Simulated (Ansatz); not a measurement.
**ClGeH₃O: density, localisation and related maps**

Input

```
crystal:
  periodic: [false, false, false]
  atoms:
    - { symbol: Ge, position_ang: [-0.036052, 0.279606, -1.029891] }
    - { symbol: O, position_ang: [1.207889, 0.132726, 1.638002] }
    - { symbol: H, position_ang: [0.47959, -0.506875, 1.777297] }
    - { symbol: H, position_ang: [1.756732, -0.352321, 0.970188] }
    - { symbol: H, position_ang: [-1.230602, 1.222431, -0.481115] }
    - { symbol: Cl, position_ang: [-0.919956, -1.603667, -0.171181] }
basis:
  gaussian: { orbitals: def2-SVP }
hamiltonian:
  xc: pbe
relax:
  f_tol: 0.03
  max_steps: 50
output:
  orbitals: {}
```

Command:

```sh
ansatz run input.yaml --threads 1 --pin off --max-ram 2048MiB --backend cpu --events-out ev --progress --plain --runs-dir out
```

The fields are those of the run's last geometry, not of the input's.

Level of theory: Ansatz, RKS PBE/def2-SVP.

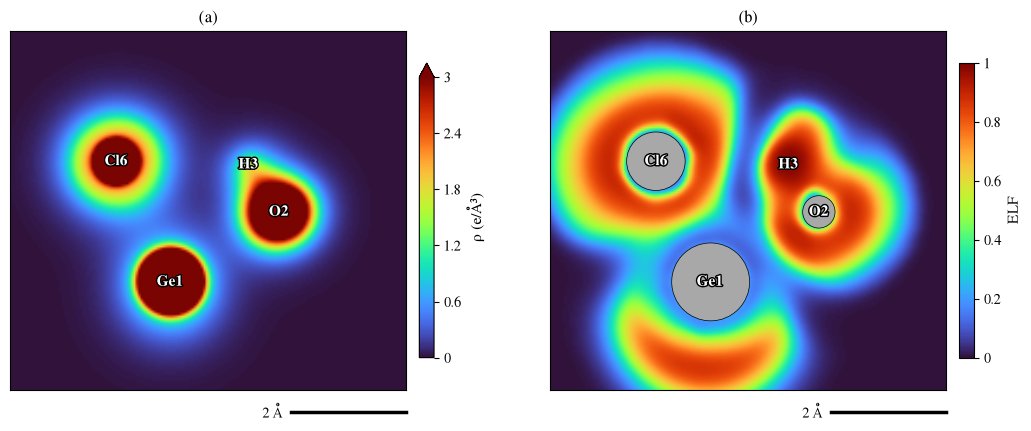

Figure 1. (a) electron density; (b) electron localisation function on the plane of atoms O2, Ge1 and Cl6. Grey discs cover the atomic cores in the ELF map.

Describe what can be read from this map.

The section cuts through Ge, O, H and Cl sites. Ge–O (2.24 Å): the density is about 0.35 e/Å³ at the midpoint; the ELF peaks at about 0.90 in the valence shell of O, 0.6 Å from its nucleus, and is about 0.25 at the midpoint. Ge–Cl (2.31 Å): ρ at the midpoint is about 0.54 e/Å³; the ELF peaks at about 0.85 in the valence shell of Cl, 0.8 Å from its nucleus, and is about 0.55 at the midpoint. O–H (0.99 Å): ρ is about 3.6 e/Å³ halfway; the ELF climbs to about 1 towards the hydrogen, as it does in any bond to H: a covalent bond by its length. The ELF also peaks beside O2 and Cl6, away from the bonds: lone-pair regions.

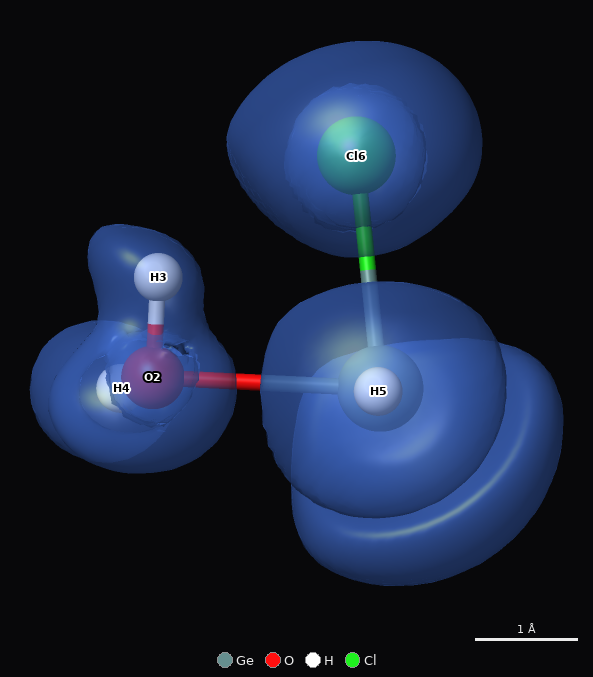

Figure 2. Isosurface of the electron localisation function at 0.75 (blue), seen at a tilt. Core shells and regions of very low density are left out.

Describe the localisation domains.

The ELF exceeds this value in one region around a hydrogen nucleus, one lobe on Ge, pointing away from the bonds (lone pairs), one region wrapped around Cl (its valence shell) and one joined region spread over several atoms (H, O), in which their bonds and any lone pairs are merged.

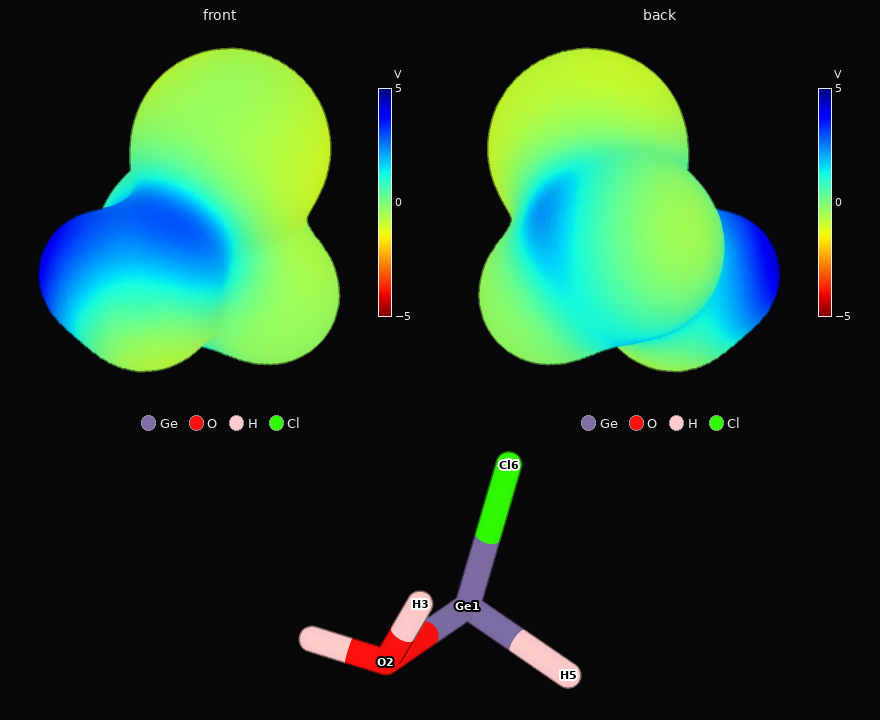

Figure 3. The molecular electrostatic potential painted on the density surface at 0.004 e/bohr³, seen from the front and from behind; red is negative and blue positive. The bare structure is drawn below in the same view.

Where is the surface potential most negative and most positive?

The most negative region (about −1.0 V, or −23 kcal/mol for a unit charge) lies over Cl6, the most positive (about +4.1 V, or +95 kcal/mol for a unit charge) over H4.
